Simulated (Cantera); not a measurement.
A closed system holds: 1 mol BF3, 0.28 mol H2O, held at 0.0133 bar.

These are equilibrium values from Cantera (NASA tables, ideal gas, pure condensed phases), not measurements of a reactor. Candidate condensed phases: B, B2O3, B3O3H3, H2O; 43 gas species. The tables' values for BF2 are old estimates; treat these amounts as uncertain. Gases not in the tables: H3BO3. Kinetics and transport are ignored.

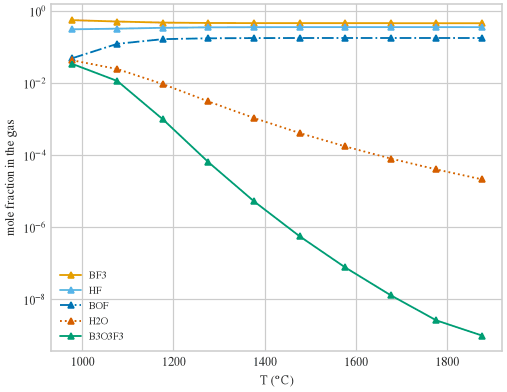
Fig. 1. Equilibrium gas composition (values under 1e-9 drawn at 1e-9)

From 977 °C to 1877 °C nothing is condensed.
